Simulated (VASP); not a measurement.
Band structure of Sn$_{3}$Sb (space group C222). These are PBEsol GGA with spin-orbit coupling, VASP's PBE PAW potentials (set 64) (plane waves; VASP) values and carry that method's errors.

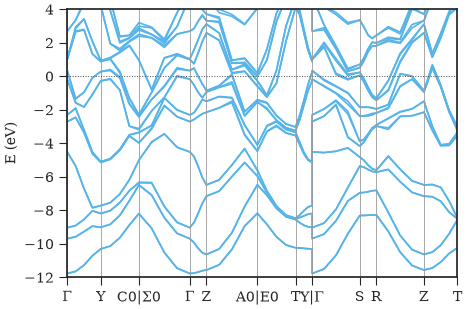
Figure. Bands along high-symmetry lines, zero at the valence-band maximum or, without a gap, the Fermi level

### Question
Read the plot: is there a gap, and where are the band edges?

### Answer
It has no gap at this level: it comes out as a metal or semimetal.

The structure comes from a computed database's Sn3Sb entry (C222); how it stands against other phases isn't given here. It was relaxed first.
